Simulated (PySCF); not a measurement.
SMILES C(C)C[SiH2][GeH3] (C3H12GeSi), GFN2-xTB optimised geometry. Atoms within 1.6 Å of the plane z = 0.0 Å (x, y, z in Å): C1 (1.59, -0.68, -1.26), C2 (1.01, -1.30, 0.00), C3 (-0.51, -1.30, 0.00), Si4 (-1.28, 0.44, 0.00), Ge5 (-0.08, 1.83, 1.46), H6 (1.32, 0.37, -1.33), H8 (2.68, -0.75, -1.26), H9 (1.38, -2.33, 0.09), H10 (1.38, -0.74, 0.87), H11 (-0.86, -1.83, 0.89), H12 (-0.87, -1.86, -0.86), H13 (-1.29, 1.02, -1.35), H14 (-2.68, 0.34, 0.43), H15 (1.24, 2.33, 0.96).

Method: B3LYP/def2-SVP (PySCF 2.14.0). Cells within 0.4 Å of a nucleus heavier than hydrogen are left out (blank, or x).

Map of the electrostatic potential (hartree/e), clipped to [-0.08, 0.12] on the plane z = 0.0 Å:

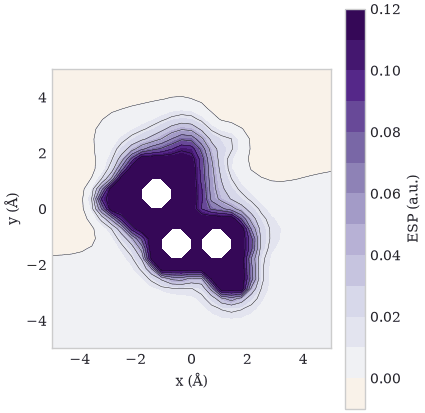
*Electrostatic potential (hartree/e), clipped to [-0.08, 0.12] on the plane z = 0.0 Å.*
